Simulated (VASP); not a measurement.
Band structure of WP (relaxed from the rock salt structure, space group Fm-3m). Method: r2SCAN meta-GGA, VASP's PBE PAW potentials (set 64) (plane waves; VASP).

Unless said otherwise, spin-orbit coupling is left out, though it shifts the bands of the heavy elements here.

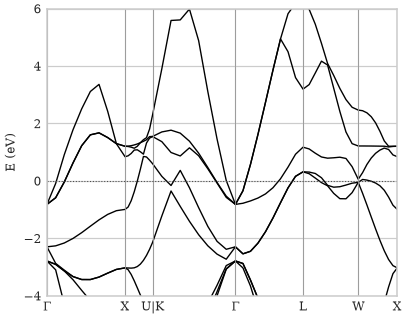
*Bands along high-symmetry lines, zero at the valence-band maximum or, without a gap, the Fermi level*

Task: Read the plot: is there a gap, and where are the band edges?

Result: It has no gap at this level: it comes out as a metal or semimetal.

The structure was generated: WP was put into the rock salt type (Fm-3m), which need not be its known phase. It was relaxed first, which changed the volume by -38 %. The electron count is odd and the run is not spin-polarised, which forces a metal. VASP warned that the highest band is occupied, so more bands are needed.
